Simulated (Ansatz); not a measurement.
**Profile along the S–Zn line in ZnS (zinc blende)**

ZnS (zinc blende)

Space group F-43m (No. 216); a = b = c = 5.3569 Å, α = β = γ = 90.00°

| atom | site | symmetry | x | y | z |
|---|---|---|---|---|---|
| S | 4c | -43m | 0.2500 | 0.2500 | 0.2500 |
| Zn | 4a | -43m | 0.0000 | 0.0000 | 0.0000 |
(The calculation used a cell of 2 atoms; values per cell refer to that cell.)

Fields along a shortest S–Zn line of a {110} plane (2.32 Å), from S to Zn, interpolated on the slice's grid (step about 0.3 Å). All values below come from PBEsol (plane waves to 420 eV, PAW, scalar-relativistic; Ansatz, an electronic-structure program). k mesh 11×11×11. These are valence fields of a PAW run, semicore shells included where kept as valence: close to a nucleus they are smooth pseudo fields. The PAW data are Ansatz's earlier set. ZnS was relaxed with its symmetry unable to fall.

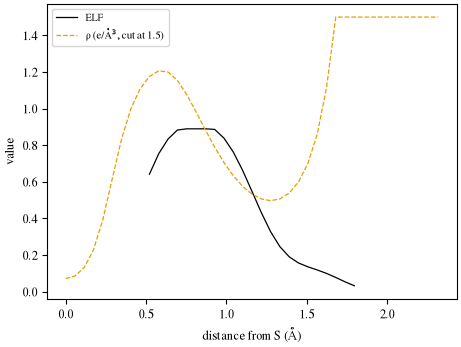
ELF (away from the nuclei) and valence density from S to Zn.

Density on the S–Zn line (2.32 Å) at its density minimum, 1.3 Å from S: 0.50 e/Å³. ELF at that point: 0.3. ELF maximum in the middle third of the S–Zn line: 0.89, 0.9 Å from S.
